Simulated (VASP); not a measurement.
# A VASP study of Titanium (optB86b-vdW): structure first, properties next

Wanted: the relaxed cell of Titanium and its properties. The steps: full relaxation (optB86b-vdW), second relaxation, density, ELF and potential (optB86b-vdW), band structure (optB86b-vdW), total and projected DOS (optB86b-vdW), elastic tensor by finite strains (optB86b-vdW) and field gradients at the nuclei (optB86b-vdW). Left out of this account: 1 further run (phonons: it ended without a result to show). This is not the structure that Ti takes at ambient conditions. The start is a cell from a database of measured crystal structures.

Calculated with VASP 6.6.1; optB86b-vdW; plane waves and PAW (Ti_sv).

## 1. Starting point

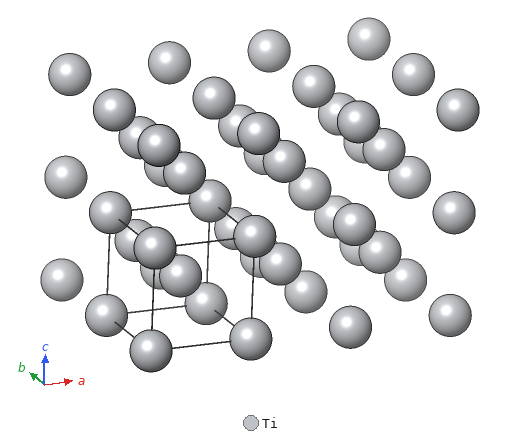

The cell as given, slightly off an axis (titanium light grey). 3×2×2 cells are drawn. This picture shows the conventional cell, with its axes. Some periodic images of atoms are drawn too.

As a file:

```xyz
1
Lattice="-1.6410 1.6410 1.6410 1.6410 -1.6410 1.6410 1.6410 1.6410 -1.6410" Properties=species:S:1:pos:R:3 pbc="T T T"
Ti    0.0000    0.0000    0.0000
```

## 2. Full relaxation (optB86b-vdW)

Properties are meant for the cell that this level of theory prefers, so cell and atoms are relaxed first (ISIF = 3) until forces and stress are small; EDIFFG sets the threshold. optB86b-vdW pairs nonlocal correlation with a less repulsive exchange of B86b form. LUSE_VDW switches on a nonlocal correlation term for dispersion.

Input file INCAR:

```
SYSTEM = Ti
PREC = Accurate
ENCUT = 400
EDIFF = 1E-06
NELM = 100
ISMEAR = 1
SIGMA = 0.2
LREAL = .FALSE.
ALGO = Normal
GGA = MK
AGGAC = 0
LUSE_VDW = .TRUE.
PARAM1 = 0.1234
PARAM2 = 1
LASPH = .TRUE.
NBANDS = 12
LORBIT = 11
LWAVE = .FALSE.
LCHARG = .FALSE.
KPAR = 2
IBRION = 2
NSW = 60
ISIF = 3
EDIFFG = -0.01
```

Input file POSCAR:

```
Ti
1.0
   -1.6410000000      1.6410000000      1.6410000000
    1.6410000000     -1.6410000000      1.6410000000
    1.6410000000      1.6410000000     -1.6410000000
Ti
1
Direct
    0.0000000000      0.0000000000      0.0000000000
```

Input file KPOINTS:

```
Automatic mesh
0
Gamma
10 10 10
0 0 0
```

The projector-augmented-wave data sets are Ti_sv (PBE family, release 64).

Started as:

```console
> mpirun -np 2 vasp_std
```

The program printed:

```text
[banner, memory and clock lines left out]
running    2 mpi-ranks, on    1 nodes
 distrk:  each k-point on    1 cores,    2 groups
 distr:  one band on    1 cores,    1 groups

 POSCAR found type information on POSCAR Ti
 POSCAR found :  1 types and       1 ions
|                                                                             |
|               ----> ADVICE to this user running VASP <----                  |
|                                                                             |
|     You have switched on vdW-DFT.                                           |
|     This routine was written and supplied by Jiri Klimes. We recommend      |
|     that you carefully read and cite the following publications:            |
|       J. Klimes, D.R. Bowler, A. Michelides                                 |
|          J. Phys.: Cond Matt. 22 022201 (2010)                              |
|       J. Klimes, D.R. Bowler, A. Michelides                                 |
|          Phys. Rev. B. 83, 195131 (2011)                                    |
|     and references therein.                                                 |
|                                                                             |

|                                                                             |
|               ----> ADVICE to this user running VASP <----                  |
|                                                                             |
|     You enforced a specific xc type in the INCAR file but a different       |
|     [... a line on the potential file left out ...]
|     I HOPE YOU KNOW WHAT YOU ARE DOING!                                     |
|                                                                             |

 LDA part: xc-table for (Slater+PW92), standard interpolation
 POSCAR, INCAR and KPOINTS ok, starting setup
 FFT: planning ... GRIDC
 FFT: planning ... GRID_SOFT
 FFT: planning ... GRID
 WAVECAR not read
 entering main loop
       N       E                     dE             d eps       ncg     rms          rms(c)
DAV:   1     0.811441009273E+02    0.81144E+02   -0.56201E+03  1128   0.100E+03
DAV:   2    -0.229666925437E+01   -0.83441E+02   -0.81580E+02  1156   0.271E+02
DAV:   3    -0.590195682940E+01   -0.36053E+01   -0.35773E+01  1496   0.599E+01
DAV:   4    -0.596420041693E+01   -0.62244E-01   -0.62185E-01  1308   0.727E+00
DAV:   5    -0.596544465481E+01   -0.12442E-02   -0.12442E-02  1300   0.900E-01    0.819E+00
DAV:   6    -0.491009890732E+01    0.10553E+01   -0.25591E+00  1200   0.223E+01    0.200E+00
DAV:   7    -0.490453383687E+01    0.55651E-02   -0.64036E-02  1308   0.260E+00    0.119E+00
DAV:   8    -0.491043149945E+01   -0.58977E-02   -0.26997E-02  1180   0.203E+00    0.878E-02
DAV:   9    -0.491071887334E+01   -0.28737E-03   -0.13087E-03  1356   0.354E-01    0.527E-02
DAV:  10    -0.491074557037E+01   -0.26697E-04   -0.15209E-04  1200   0.128E-01    0.126E-02
DAV:  11    -0.491073760619E+01    0.79642E-05   -0.21029E-05  1280   0.708E-02    0.606E-03
DAV:  12    -0.491073768965E+01   -0.83460E-07   -0.12084E-06  1004   0.140E-02
   1 F= -.49107377E+01 E0= -.49123190E+01  d E =-.491074E+01
 curvature:   0.00 expect dE= 0.000E+00 dE for cont linesearch  0.000E+00
 trial: gam= 0.00000 g(F)=  0.460E-62 g(S)=  0.645E-01 ort = 0.000E+00 (trialstep = 0.100E+01)
 search vector abs. value=  0.645E-01
 bond charge predicted
       N       E                     dE             d eps       ncg     rms          rms(c)
DAV:   1    -0.666164727786E+01   -0.17509E+01   -0.32615E+01  1360   0.784E+01    0.113E+01
DAV:   2    -0.491813330690E+01    0.17435E+01   -0.41090E+00  1288   0.295E+01    0.278E+00
DAV:   3    -0.485755098464E+01    0.60582E-01   -0.54612E-01  1604   0.560E+00    0.888E-01
DAV:   4    -0.489149743495E+01   -0.33946E-01   -0.70526E-02  1432   0.182E+00    0.373E-01
DAV:   5    -0.491766924408E+01   -0.26172E-01   -0.50698E-02  1464   0.112E+00    0.443E-01
DAV:   6    -0.492233422769E+01   -0.46650E-02   -0.76903E-03  1216   0.834E-01    0.275E-02
DAV:   7    -0.492227662679E+01    0.57601E-04   -0.62242E-04  1256   0.220E-01    0.893E-02
DAV:   8    -0.492240422879E+01   -0.12760E-03   -0.29202E-04  1176   0.161E-01    0.173E-02
DAV:   9    -0.492240645343E+01   -0.22246E-05   -0.17511E-05  1324   0.367E-02    0.228E-03
DAV:  10    -0.492240656057E+01   -0.10714E-06   -0.19334E-07   780   0.363E-03
   2 F= -.49224066E+01 E0= -.49246000E+01  d E =-.116689E-01
 trial-energy change:   -0.011669  1 .order   -0.010025   -0.064475    0.044425
 step:   0.6135(harm=  0.5921)  dis= 0.00000  next Energy=    -4.930896 (dE=-0.202E-01)
 bond charge predicted
       N       E                     dE             d eps       ncg     rms          rms(c)
DAV:   1    -0.520816664556E+01   -0.28576E+00   -0.51889E+00  1356   0.330E+01    0.473E+00
DAV:   2    -0.492235354178E+01    0.28581E+00   -0.90431E-01  1392   0.126E+01    0.888E-01
DAV:   3    -0.491846556603E+01    0.38880E-02   -0.72903E-02  1492   0.165E+00    0.275E-01
DAV:   4    -0.492486388400E+01   -0.63983E-02   -0.10994E-02  1460   0.597E-01    0.218E-01
DAV:   5    -0.493066811780E+01   -0.58042E-02   -0.10102E-02  1660   0.430E-01    0.141E-01
DAV:   6    -0.493107094701E+01   -0.40283E-03   -0.71503E-04  1172   0.233E-01    0.178E-02
DAV:   7    -0.493109184094E+01   -0.20894E-04   -0.74335E-05  1364   0.682E-02    0.125E-02
DAV:   8    -0.493109138570E+01    0.45523E-06   -0.78049E-06  1160   0.250E-02
   3 F= -.49310914E+01 E0= -.49332125E+01  d E =-.203537E-01
 curvature:  -0.30 expect dE=-0.904E-07 dE for cont linesearch -0.904E-07
 trial: gam=-0.00217 g(F)=  0.129E-62 g(S)=  0.306E-06 ort = 0.140E-03 (trialstep = 0.923E+00)
 search vector abs. value=  0.101E-09
 reached required accuracy - stopping structural energy minimisation
```

Run time: 36 s. Hardware: 2 MPI ranks of Intel Xeon Platinum 8375C at 2.90GHz (Ice Lake), shared host; peak memory 0.44 GiB.

The logs omit lines about the potential files and the build; timing stands in the text.

From OUTCAR (step 2):

```text
ion  position               nearest neighbor table
   1  0.000  0.000  0.000-

  LATTYP: Found a body centered cubic cell.
 ALAT       =     3.2820000000

 Subroutine GETGRP returns: Found 48 space group operations
 (whereof 48 operations were pure point group operations)

The static configuration has the point symmetry O_h .

 Found     47 irreducible k-points:

   k-points           NKPTS =     47   k-points in BZ     NKDIM =     47   number of bands    NBANDS=     12

   dimension x,y,z NGX =    20 NGY =   20 NGZ =   20
   dimension x,y,z NGXF=    40 NGYF=   40 NGZF=   40

   ENCUT  =  400.0 eV  29.40 Ry    5.42 a.u.   4.64  4.64  4.64*2*pi/ulx,y,z

   NELECT =      12.0000    total number of electrons

 k-points in reciprocal lattice and weights: Automatic mesh
   0.00000000  0.00000000  0.00000000       0.001
   0.10000000  0.00000000  0.00000000       0.012
   0.20000000  0.00000000  0.00000000       0.012
   0.30000000  0.00000000  0.00000000       0.012
   0.40000000  0.00000000  0.00000000       0.012
   0.50000000  0.00000000  0.00000000       0.006
   0.10000000  0.10000000  0.00000000       0.024
   0.20000000  0.10000000  0.00000000       0.048
   0.30000000  0.10000000  0.00000000       0.048
[...]
0.50000000  0.50000000  0.40000000       0.012
   0.50000000  0.50000000  0.50000000       0.001

 average (electrostatic) potential at core
       1 -71.7392

 E-fermi :   8.4434

 k-point     1 :       0.0000    0.0000    0.0000
  band No.  band energies     occupation
      1     -47.8293      2.00000
      2     -23.7471      2.00000
      3     -23.7471      2.00000
      4     -23.7471      2.00000
      5       2.5022      2.00000
      6       9.4461     -0.00000
      7       9.4461     -0.00000
      8       9.4461     -0.00000
      9      11.2919     -0.00000
     10      11.2919     -0.00000
    ...

 k-point     2 :       0.1000    0.0000    0.0000
  band No.  band energies     occupation
      1     -47.8144      2.00000
      2     -23.8242      2.00000
      3     -23.7706      2.00000
      4     -23.7476      2.00000
      5       2.8522      2.00000
      6       9.2852     -0.00000
      7       9.3907     -0.00000
      8       9.7063     -0.00000
      9      11.1194     -0.00000
     10      11.3026     -0.00000
    ...

 k-point     3 :       0.2000    0.0000    0.0000
  band No.  band energies     occupation
      1     -47.7751      2.00000
      2     -24.0228      2.00000
      3     -23.8317      2.00000
      4     -23.7490      2.00000
      5       3.8103      2.00000
      6       8.8893     -0.00712
      7       9.1019     -0.00003
      8      10.4372     -0.00000
      9      10.9523     -0.00000
     10      11.3523     -0.00000
    ...

Total vdW correction in eV:      1.9331698

  Total       -0.0014543     -0.0014543     -0.0014543     -0.0000000     -0.0000000      0.0000000
  in kB       -0.1399548     -0.1399548     -0.1399548     -0.0000000     -0.0000000      0.0000000
  external PRESSURE =      -0.1399548 kB  Pullay stress =       0.0000000 kB

  energy-cutoff  :      400.00
  volume of cell :       16.65
      direct lattice vectors                 reciprocal lattice vectors
    -1.608581230  1.608581230  1.608581230     0.000000000  0.310832920  0.310832920
     1.608581230 -1.608581230  1.608581230     0.310832920  0.000000000  0.310832920
     1.608581230  1.608581230 -1.608581230     0.310832920  0.310832920  0.000000000

 POSITION                                       TOTAL-FORCE (eV/Angst)
 -----------------------------------------------------------------------------------
      0.00000      0.00000     -0.00000        -0.000000      0.000000     -0.000000
 -----------------------------------------------------------------------------------
    total drift:                                0.000000     -0.000000      0.000000

  FREE ENERGIE OF THE ION-ELECTRON SYSTEM (eV)
  ---------------------------------------------------
  free  energy   TOTEN  =        -4.9310913857 eV

  energy  without entropy=       -4.9374546748  energy(sigma->0) =       -4.93321248

Total vdW correction in eV:      1.9331628

 reached required accuracy - stopping structural energy minimisation

 total charge
# of ion       s       p       d       tot
------------------------------------------
    1        2.249   6.116   1.966  10.331

[... 3 further parts left out ...]
```

The k-mesh is coarse for a metal. The PAW data sets were made with PBE, which is usual practice but a small mismatch for other functionals. The run keeps the 48 symmetry operations of its start, so it cannot find a distortion of lower symmetry.

Step by step:

```
step  energy less that of the first step (eV)  largest force (eV/Å)  pressure (GPa)  volume (Å³)
   1                                   0.0000                0.0000           -6.05        17.68
   2                                  -0.0117                0.0000            4.60        16.02
   3                                  -0.0204                0.0000           -0.01        16.65
```

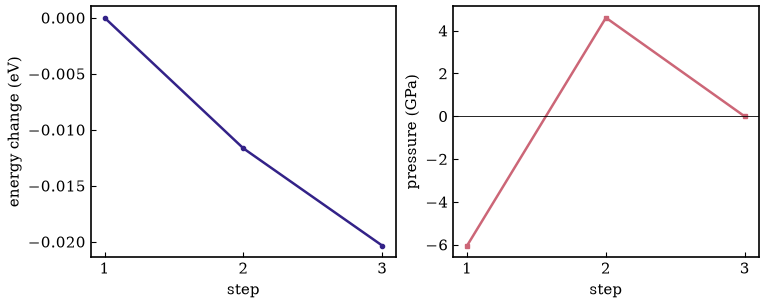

Energy and pressure along the relaxation.

```
conventional cell, symmetrised  before  after  change
                         a (Å)   3.282  3.217  -2.0 %
                         b (Å)   3.282  3.217  -2.0 %
                         c (Å)   3.282  3.217  -2.0 %
              volume (Å³/atom)   17.68  16.65  -5.8 %
```

Final coordinates:

```xyz
1
Lattice="-1.6086 1.6086 1.6086 1.6086 -1.6086 1.6086 1.6086 1.6086 -1.6086" Properties=species:S:1:pos:R:3 pbc="T T T"
Ti    0.0000    0.0000    0.0000
```

Numbers from this step:

| Item | Value |
| --- | --- |
| electrons | 12 |
| bands | 12 |
| irreducible k points | 47 |
| symmetry operations | 48 |
| free energy (TOTEN) | -4.931 eV |
| energy at zero smearing | -4.933 eV |
| Fermi energy | 8.443 eV |
| pressure | -0.01400 GPa |
| metallic | yes |
| SCF cycles over all ionic steps | 30 |

It ends with forces that vanish by symmetry and a pressure of -0.01 GPa. The volume lies -5.8 % from that of the database's start, which holds the thermal and zero-point expansion of its experiment.

## 3. Second relaxation

A relaxation keeps the plane waves of the cell it began with, so it is repeated from the new cell, on a basis made for it.

INCAR is that of step 2.

Input file POSCAR:

```
Ti
1.0
   -1.6085812299      1.6085812299      1.6085812299
    1.6085812299     -1.6085812299      1.6085812299
    1.6085812299      1.6085812299     -1.6085812299
Ti
1
Direct
    0.0000000000      0.0000000000      0.0000000000
```

KPOINTS is that of step 2.

Started as:

```console
> mpirun -np 2 vasp_std
```

The program printed:

```text
[banner, memory and clock lines left out]
running    2 mpi-ranks, on    1 nodes
 distrk:  each k-point on    1 cores,    2 groups
 distr:  one band on    1 cores,    1 groups

 POSCAR found type information on POSCAR Ti
 POSCAR found :  1 types and       1 ions
 [... a notice as in an earlier step ...]

 [... a notice as in an earlier step ...]

 LDA part: xc-table for (Slater+PW92), standard interpolation
 POSCAR, INCAR and KPOINTS ok, starting setup
 FFT: planning ... GRIDC
 FFT: planning ... GRID_SOFT
 FFT: planning ... GRID
 WAVECAR not read
 entering main loop
       N       E                     dE             d eps       ncg     rms          rms(c)
DAV:   1     0.767994381679E+02    0.76799E+02   -0.57101E+03  1132   0.104E+03
DAV:   2    -0.237202617289E+01   -0.79171E+02   -0.77009E+02  1156   0.265E+02
DAV:   3    -0.580405653175E+01   -0.34320E+01   -0.33962E+01  1448   0.589E+01
DAV:   4    -0.586948457346E+01   -0.65428E-01   -0.65403E-01  1304   0.750E+00
DAV:   5    -0.587089212509E+01   -0.14076E-02   -0.14075E-02  1252   0.103E+00    0.865E+00
DAV:   6    -0.492616259687E+01    0.94473E+00   -0.22098E+00  1196   0.210E+01    0.224E+00
DAV:   7    -0.491798293283E+01    0.81797E-02   -0.75505E-02  1312   0.306E+00    0.125E+00
DAV:   8    -0.492584430487E+01   -0.78614E-02   -0.29504E-02  1184   0.216E+00    0.113E-01
DAV:   9    -0.492612785464E+01   -0.28355E-03   -0.21915E-03  1384   0.469E-01    0.654E-02
DAV:  10    -0.492616001159E+01   -0.32157E-04   -0.15669E-04  1196   0.148E-01    0.102E-02
DAV:  11    -0.492614461624E+01    0.15395E-04   -0.17583E-05  1312   0.650E-02    0.545E-03
DAV:  12    -0.492614448810E+01    0.12814E-06   -0.69974E-07   788   0.114E-02
   1 F= -.49261445E+01 E0= -.49282681E+01  d E =-.492614E+01
 curvature:   0.00 expect dE= 0.000E+00 dE for cont linesearch  0.000E+00
 trial: gam= 0.00000 g(F)=  0.169E-61 g(S)=  0.152E-04 ort = 0.000E+00 (trialstep = 0.100E+01)
 search vector abs. value=  0.152E-04
 bond charge predicted
       N       E                     dE             d eps       ncg     rms          rms(c)
DAV:   1    -0.492656823660E+01   -0.42362E-03   -0.77271E-03  1368   0.125E+00    0.181E-01
DAV:   2    -0.492613933937E+01    0.42890E-03   -0.12133E-03  1352   0.478E-01    0.374E-02
DAV:   3    -0.492613181081E+01    0.75286E-05   -0.10730E-04  1576   0.660E-02    0.110E-02
DAV:   4    -0.492614141007E+01   -0.95993E-05   -0.16053E-05  1408   0.222E-02    0.751E-03
DAV:   5    -0.492614936373E+01   -0.79537E-05   -0.14668E-05  1632   0.157E-02    0.601E-03
DAV:   6    -0.492615015511E+01   -0.79138E-06   -0.98285E-07   892   0.912E-03
   2 F= -.49261502E+01 E0= -.49282827E+01  d E =-.566701E-05
 trial-energy change:   -0.000006  1 .order   -0.000006   -0.000015    0.000003
 step:   0.8355(harm=  0.8355)  dis= 0.00000  next Energy=    -4.926151 (dE=-0.634E-05)
 reached required accuracy - stopping structural energy minimisation
```

It took 15 s on 2 MPI ranks; peak memory 0.4 GiB.

From OUTCAR (step 3):

```text
  LATTYP: Found a body centered cubic cell.
 ALAT       =     3.2171624598

The static configuration has the point symmetry O_h .

 Found     47 irreducible k-points:

   dimension x,y,z NGX =    18 NGY =   18 NGZ =   18
   dimension x,y,z NGXF=    36 NGYF=   36 NGZF=   36

   ENCUT  =  400.0 eV  29.40 Ry    5.42 a.u.   4.54  4.54  4.54*2*pi/ulx,y,z

   NELECT =      12.0000    total number of electrons

 E-fermi :   8.4614

 k-point     1 :       0.0000    0.0000    0.0000
  band No.  band energies     occupation
      1     -47.8067      2.00000
      2     -23.7245      2.00000
      3     -23.7245      2.00000
      4     -23.7245      2.00000
      5       2.5228      2.00000
      6       9.4648     -0.00000
      7       9.4648     -0.00000
      8       9.4648     -0.00000
      9      11.3140     -0.00000
     10      11.3140     -0.00000
    ...

 k-point     2 :       0.1000    0.0000    0.0000
  band No.  band energies     occupation
      1     -47.7915      2.00000
      2     -23.8020      2.00000
      3     -23.7481      2.00000
      4     -23.7251      2.00000
      5       2.8736      2.00000
      6       9.3035     -0.00000
      7       9.4094     -0.00000
      8       9.7256     -0.00000
      9      11.1411     -0.00000
     10      11.3249     -0.00000
    ...

Total vdW correction in eV:      1.9323185

  Total        0.0020167      0.0020167      0.0020167     -0.0000000     -0.0000000      0.0000000
  in kB        0.1943614      0.1943614      0.1943614     -0.0000000     -0.0000000      0.0000000
  external PRESSURE =       0.1943614 kB  Pullay stress =       0.0000000 kB

  energy-cutoff  :      400.00
  volume of cell :       16.62
      direct lattice vectors                 reciprocal lattice vectors
    -1.607786569  1.607786569  1.607786569     0.000000000  0.310986551  0.310986551
     1.607786569 -1.607786569  1.607786569     0.310986551  0.000000000  0.310986551
     1.607786569  1.607786569 -1.607786569     0.310986551  0.310986551  0.000000000

 POSITION                                       TOTAL-FORCE (eV/Angst)
 -----------------------------------------------------------------------------------
      1.60779      1.60779      1.60779        -0.000000      0.000000      0.000000
 -----------------------------------------------------------------------------------
    total drift:                               -0.000000      0.000000     -0.000000

  FREE ENERGIE OF THE ION-ELECTRON SYSTEM (eV)
  ---------------------------------------------------
  free  energy   TOTEN  =        -4.9261501551 eV

  energy  without entropy=       -4.9325477831  energy(sigma->0) =       -4.92828270

Total vdW correction in eV:      1.9323145

 total charge
# of ion       s       p       d       tot
------------------------------------------
    1        2.248   6.117   1.968  10.332

[... 4 parts as in an earlier step ...]

[... 6 further parts left out ...]
```

CONTCAR:

```
Ti
   1.00000000000000
    -1.6077865690049802    1.6077865690049802    1.6077865690049802
     1.6077865690049802   -1.6077865690049802    1.6077865690049802
     1.6077865690049802    1.6077865690049802   -1.6077865690049802
  Ti
     1
Direct
     1.0000000000000000    1.0000000000000000    1.0000000000000000
```

Little changed from the start: no atom moved by 0.005 Å and no cell edge by 0.1 %.

Numbers from this step:

- free energy (TOTEN): -4.926 eV
- energy at zero smearing: -4.928 eV
- Fermi energy: 8.461 eV
- pressure: 0.01944 GPa
- SCF cycles over all ionic steps: 18

It ends with forces that vanish by symmetry and a pressure of 0.02 GPa. The volume moved by only 0.15 %, so the volume is settled.

[end of part 1 of 3]

[Lines on the potential files, build, host, timing and source positions are cut from VASP's logs without a mark.]

[Logs are printed without paths, hosts, clocks, repeated set-up lines and the standing remarks that a program may print on its own settings, such as how far it seeks lower states.]

[Hosts, paths, dates, database ids (printed as entryN), source tags and the programs' standing remarks are cut or masked in the printed files.]

[A measured line is paired with the nearest computed mode of its activity, which favours agreement.]
